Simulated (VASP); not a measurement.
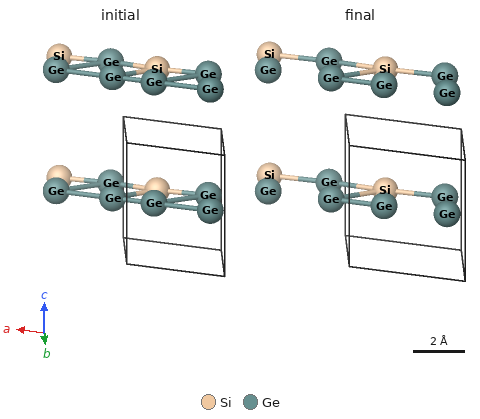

The structure of a crystal of SiGe3 (a generated structure, set up in P-6m2) before (left) and after (right) a relaxation, at one scale.

Style: ball-and-stick. Shown: the cell of the calculation, repeated 2 × 1 × 2 with one cell outlined, from a free direction.

The run lets cell and atoms move.

Theory: VASP, Kohn-Sham DFT of a periodic cell, PBE, VASP PAW PBE potentials, recommended.

Input
```
PREC     = Normal         # precision mode
ENCUT    = 520            # plane-wave cutoff, eV
EDIFF    = 1E-4           # SCF threshold, eV
ISMEAR   = 0              # smearing method
SIGMA    = 0.15           # smearing width, eV
LREAL    = F              # projectors in reciprocal space
LASPH    = T              # aspherical terms in the spheres
NELM     = 60             # most SCF steps
ALGO     = Fast           # electronic algorithm
ISIF     = 3              # what is computed and relaxed
LWAVE    = F              # write WAVECAR
LCHARG   = F              # write CHGCAR
GGA      = PE             # functional
IBRION   = 2              # ionic algorithm
NSW      = 24             # ionic steps
EDIFFG   = -0.08          # ionic threshold
```

Launched with:
```bash
cat potpaw_PBE.64/Si/POTCAR potpaw_PBE.64/Ge_d/POTCAR > POTCAR
mpirun -np 1 vasp_std > vasp.out
```

Q: Describe what moved and what it gained.

A: The relaxation stopped without meeting its thresholds, so the last structure isn't shown to be converged. The energy falls by 13.600 eV per cell of the calculation in 23 geometry steps. Largest force component: 25 eV/Å at the start, 2.6 eV/Å at the end. Pressure: 89.97 GPa at the start and 8.33 GPa at the end. The largest moves relative to the cell, 0.096 Å, are those of Ge atoms. Si stays in place. The drawn cell changes as follows: a = b 4.396 → 5.206 Å (+18.4 %), c 4.937 → 4.933 Å (−0.1 %); the volume changes by +40.2 %. Near-neighbour distances that change, for instance: Ge–Ge 1.864 → 2.375 Å, Ge–Si 2.206 → 2.607 Å, Ge–Ge 2.531 → 2.832 Å. Among the angles between lasting bonds that change: Ge–Si–Ge 170.0° → 174.2°, Ge–Si–Ge 70.0° → 65.8°, Si–Ge–Si 170.0° → 174.2°. The space group stays P-6m2 (No. 187). At step 1 the optimiser overshot: the energy rose above the start, and later steps came back. The volume changes by over a tenth within one run on a fixed set of plane waves, so the end point should be relaxed again from the new cell. It ran on 1 thread of Intel(R) Xeon(R) Platinum 8259CL CPU @ 2.50GHz (Skylake/Cascade Lake), with other jobs on the host.
